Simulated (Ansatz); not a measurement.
```xyz
2

C    -0.5297    0.1387   -2.1233
O    -0.0882   -0.0761   -3.1307
```

Geometry: PBE0-D4/def2-TZVP.

Method: RKS PBE0-D4/def2-TZVPPD in Ansatz.

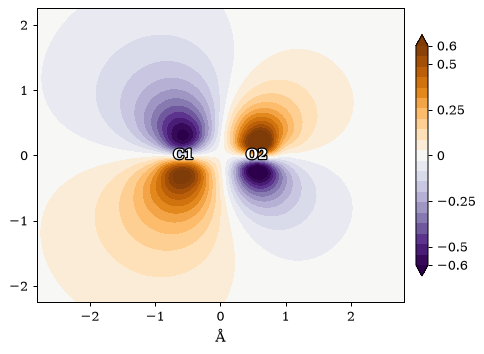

CO. The LUMO on a plane that holds the molecular axis (values in Å⁻³ᐟ²; the overall sign is arbitrary).

Question: What is the character of this orbital?

Answer: It lies mainly on C1 (about 70 %) and O2 (about 30 %); π-antibonding (π*) across C1–O2. It is one of a degenerate set, so its orientation is arbitrary. Its energy is −0.65 eV.
